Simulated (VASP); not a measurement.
Band structure of Ta (bcc). Level of theory: TPSS meta-GGA, VASP's PBE PAW potentials (set 64) (plane waves; VASP 6.6.1).

Unless said otherwise, spin-orbit coupling is left out, though it shifts the bands of the heavy elements here.

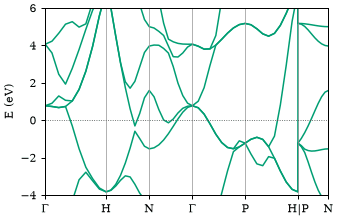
Figure: Bands along high-symmetry lines, zero at the valence-band maximum or, without a gap, the Fermi level

Question: Read the plot: is there a gap, and where are the band edges?

Answer: It has no gap at this level: it comes out as a metal or semimetal.

The compound is Ta in the bcc structure. The cell was not relaxed at this level.
